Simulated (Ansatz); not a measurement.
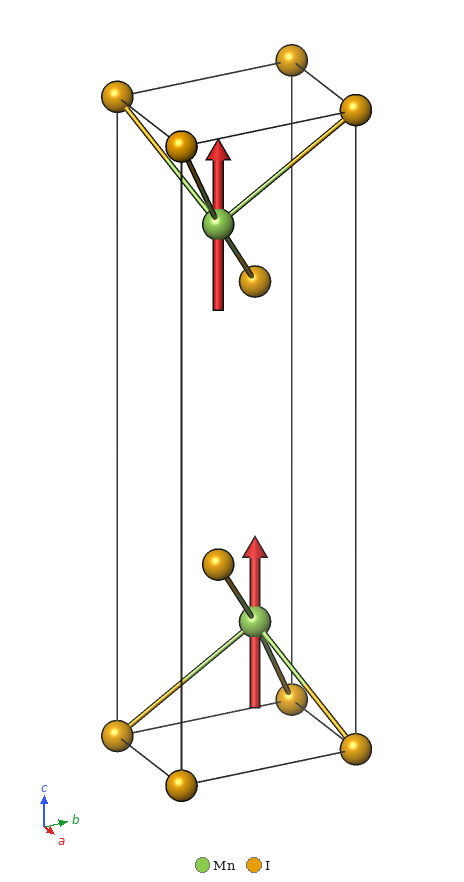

Ball-and-stick representation of a periodic structure, projected slightly off an axis. Lines trace the edges of the simulation cell. Arrows are the site magnetic moments above 0.25 μB (those induced on non-metal atoms are left out); longer means larger, and red and blue are up and down (without spin-orbit coupling the axis itself is arbitrary).

This is the state reached for Mn₂I₃. The calculation used DFT PBE, scalar-relativistic, plane waves, PAW (Ansatz), with plane waves up to 420 eV, a 12×12×4 k-point grid, Gaussian smearing of 0.1 eV, collinear spins.

What order do the moments form, and how large are they?

Answer. Ferromagnetic (within this cell). Site moments: 2 Mn +4.2 μB. The net spin moment of the whole cell is 9.1 μB, including what lies between the atoms and on sites without an arrow.

Its origin is a textbook structure type filled with these elements (whether it is the usual form wasn't checked). The structure drawn was relaxed with DFT PBE, scalar-relativistic, plane waves, PAW in Ansatz.
